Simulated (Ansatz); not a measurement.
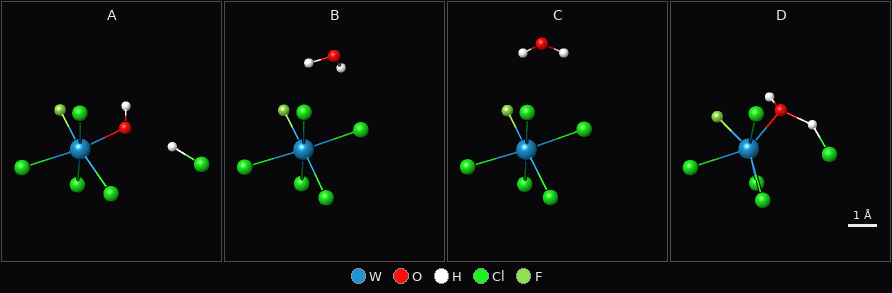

4 geometries from a converged minimum-energy path of WH2OCl5F, shuffled. Style: ball-and-stick. Shown from a free direction.

These are results of RKS PBE/def2-SVP (Ansatz 0.2.0), not measurements. Set-up: 5 movable images; climbing image; force threshold 0.05 eV/Å; iteration limit 60; starting path through a guess of the saddle point.

Which frame is the top of the path?

Answer. D. In order along the path, whose images run from 0 to 6: A (image 0, 0.0 kJ/mol), D (image 3, +81.7 kJ/mol), B (image 5, +15.4 kJ/mol), C (image 6, +15.4 kJ/mol). Breaking: Cl–H (1.31 → 2.92 Å), O–W (1.92 → 3.95 Å). Forming: H–O (1.91 → 0.98 Å), Cl–W (4.51 → 2.33 Å).

The run took 9.7 min on 4 threads of Arm Neoverse V2 (shared host), peak memory 0.31 GiB.
